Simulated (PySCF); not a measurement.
**Two runs on C₂H₄**

System: C₂H₄, SMILES C=C.
Method of the first run: TDDFT PBE0/6-31G*, vertical, gas phase, core orbitals frozen in the response (PySCF 2.14.0).

The geometry comes from this level: PBE0-D3(BJ)/def2-SVP. Text and figures count atoms from 1; the logs count them from 0 in places.

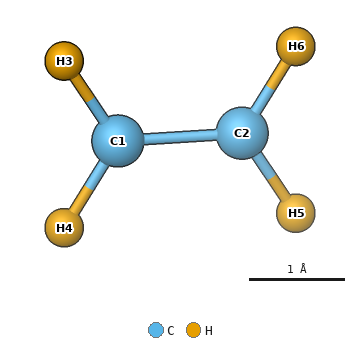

The input geometry (ball-and-stick view, seen at a tilt; atoms are numbered from 1 in the order of the input).

Input, the first run:
```
{"job": {"kind": "uv", "xc": "PBE0", "basis": "6-31G*"}, "charge": 0, "multiplicity": 1}
C     -0.664051    -0.038822    -0.011674
C      0.664051     0.038822     0.011674
H     -1.294231     0.845646     0.122910
H     -1.181764    -0.990457    -0.166201
H      1.294231    -0.845646    -0.122910
H      1.181764     0.990457     0.166201
```

The first line tells a small driver script what to run in PySCF; the rest is the geometry in Å.

Hardware: 1 CPU thread, shared host.

Output (the first run):
```
coarse grid: 4656 points
cycle   1  E = -78.4758956510  dE = -8.376e-03  |g| = 2.699e-01  |ddm| = 1.970e+00
cycle   2  E = -78.4783156788  dE = -2.420e-03  |g| = 2.553e-01  |ddm| = 4.881e-01
cycle   3  E = -78.4963195156  dE = -1.800e-02  |g| = 3.874e-03  |ddm| = 2.383e-01
cycle   4  E = -78.4963244690  dE = -4.953e-06  |g| = 8.008e-04  |ddm| = 5.008e-03
final grid: 43904 points
cycle   5  E = -78.4782421219  dE = -6.368e-06  |g| = 4.416e-03  |ddm| = 1.002e-02
cycle   6  E = -78.4782426439  dE = -5.220e-07  |g| = 4.281e-03  |ddm| = 8.147e-03
cycle   7  E = -78.4782476937  dE = -5.050e-06  |g| = 5.092e-05  |ddm| = 3.821e-03
cycle   8  E = -78.4782476944  dE = -6.501e-10  |g| = 8.854e-06  |ddm| = 4.937e-05
converged SCF energy = -78.4782476944

Static polarisability (au): isotropic 20.034, principal 8.533 20.584 30.987

Singlet excitations
state   eV       nm        f      main configurations
  1   8.3682    148.2   0.35750   H->L 0.97
  2   8.4558    146.6   0.00000   H-1->L 0.98
  3   9.4871    130.7   0.00032   H->L+1 0.99
  4   9.7376    127.3   0.00000   H->L+2 0.98
  5   9.8744    125.6   0.00000   H-2->L 0.95
  6  10.6607    116.3   0.00000   H->L+3 0.95
  7  11.4626    108.2   0.00000   H-3->L 0.99
  8  11.9254    104.0   0.00000   H-1->L+1 1.00
  9  12.7101     97.5   0.48055   H-1->L+2 0.98
 10  12.8231     96.7   0.00000   H->L+4 0.99

Triplet excitations (Tamm-Dancoff, eV): 4.3970 7.8745 9.0702 9.1965
```

For the second run the input was changed thus:
```diff
-"basis": "6-31G*"
+"basis": "def2-TZVP"
```

Predict how the results change.

The total energy of the second run is 21.1 kcal/mol lower, which measures the change of basis and not a stability. The HOMO goes from −7.56 to −7.87 eV. The LUMO goes from 0.71 to 0.10 eV. The lowest excitation goes from 8.37 to 7.81 eV. The strongest computed line goes from 12.71 to 7.81 eV. The SCF takes 9 iterations against 8. The basis functions go from 36 to 86.

Output (the second run):
```
coarse grid: 4656 points
cycle   1  E = -78.4971670368  dE = -1.277e-02  |g| = 2.711e-01  |ddm| = 1.566e+00
cycle   2  E = -78.4958888730  dE =  1.278e-03  |g| = 2.835e-01  |ddm| = 3.483e-01
cycle   3  E = -78.5171892890  dE = -2.130e-02  |g| = 4.783e-03  |ddm| = 1.859e-01
cycle   4  E = -78.5171962386  dE = -6.950e-06  |g| = 6.082e-04  |ddm| = 4.761e-03
final grid: 43904 points
cycle   5  E = -78.5119367984  dE = -1.854e-05  |g| = 4.644e-03  |ddm| = 2.285e-02
cycle   6  E = -78.5119364167  dE =  3.817e-07  |g| = 4.738e-03  |ddm| = 5.920e-03
cycle   7  E = -78.5119422329  dE = -5.816e-06  |g| = 1.055e-04  |ddm| = 2.973e-03
cycle   8  E = -78.5119422355  dE = -2.624e-09  |g| = 1.910e-05  |ddm| = 1.083e-04
cycle   9  E = -78.5119422356  dE = -8.508e-11  |g| = 1.706e-06  |ddm| = 2.154e-05
converged SCF energy = -78.5119422356

Static polarisability (au): isotropic 25.180, principal 17.468 23.116 34.957

Singlet excitations
state   eV       nm        f      main configurations
  1   7.8141    158.7   0.35757   H->L 0.97
  2   8.0448    154.1   0.00000   H-1->L 0.98
  3   8.3703    148.1   0.01495   H->L+1 1.00
  4   8.9060    139.2   0.00000   H->L+2 0.98
  5   9.1985    134.8   0.00000   H->L+3 0.95
  6   9.6528    128.4   0.00000   H-2->L 0.94
  7  10.5013    118.1   0.00000   H-1->L+1 0.99
  8  10.8415    114.4   0.00000   H->L+4 0.92, H-3->L 0.08
  9  11.1376    111.3   0.00000   H-3->L 0.92, H->L+4 0.08
 10  11.3536    109.2   0.25337   H-1->L+3 0.98

Triplet excitations (Tamm-Dancoff, eV): 4.3628 7.4548 8.1134 8.6593
```

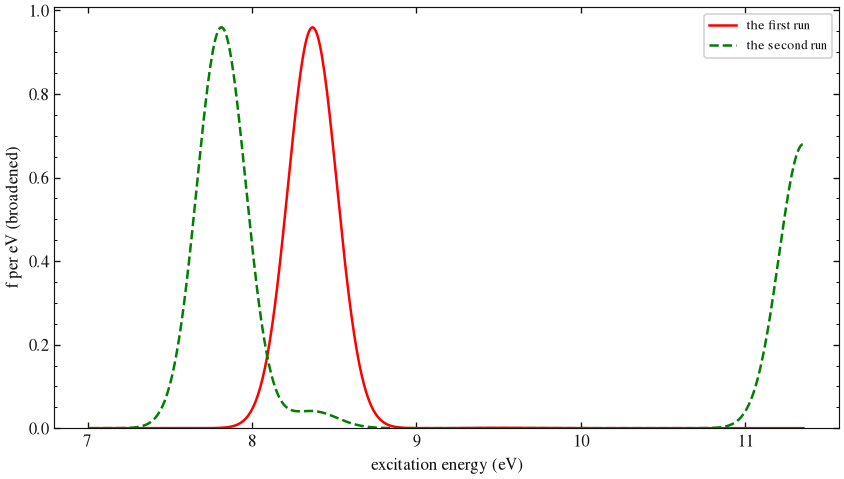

Absorption of the two runs from their computed states, each broadened by a Gaussian of 0.35 eV full width; the range ends where the shorter list of states ends.

The two runs side by side:

| quantity | the first run | the second run |
| --- | --- | --- |
| outcome | converged | converged |
| total energy (hartree) | −78.478248 | −78.511942 |
| HOMO (eV) | −7.56 | −7.87 |
| LUMO (eV) | 0.71 | 0.10 |
| dipole moment (D) | 0.00 | 0.00 |
| lowest excitation (eV) | 8.37 | 7.81 |
| SCF iterations | 8 | 9 |
| strongest computed line (eV) | 12.71 | 7.81 |
| basis functions | 36 | 86 |
| wall time (shared host) | 1.6 s | 3.2 s |
